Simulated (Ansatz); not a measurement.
## HgS, thickness series

The parent structure is HgS in the zinc blende structure (space group F-43m, No. 216; a = 5.876 Å). Axes: x, y, z lie along the cube axes.

Free-standing slabs (2 atom(s) a layer) normal to [110] with 15 Å of vacuum; in-plane cell held at bulk.

The values are results of plane-wave PAW DFT at the PBEsol level (Ansatz, a quantum-chemistry and plane-wave program, 420 eV), without spin-orbit coupling, earlier PAW set, not measurements.

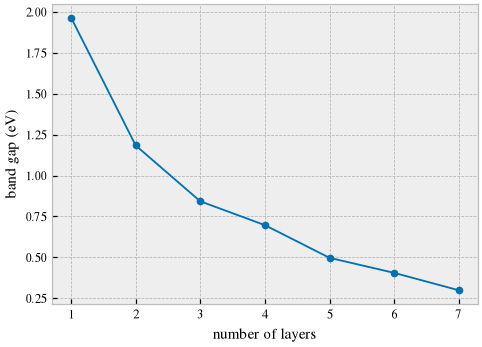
Figure: Band gap against number of layers

```tsv
number of layers	band gap
1	1.97 eV
2	1.18 eV
3	0.84 eV
4	0.70 eV
5	0.50 eV
6	0.41 eV
7	0.30 eV
```

Spin-orbit coupling, missing from the scalar runs, can matter with Hg. Stability against distortions was not tested. All final runs are without spin polarisation.
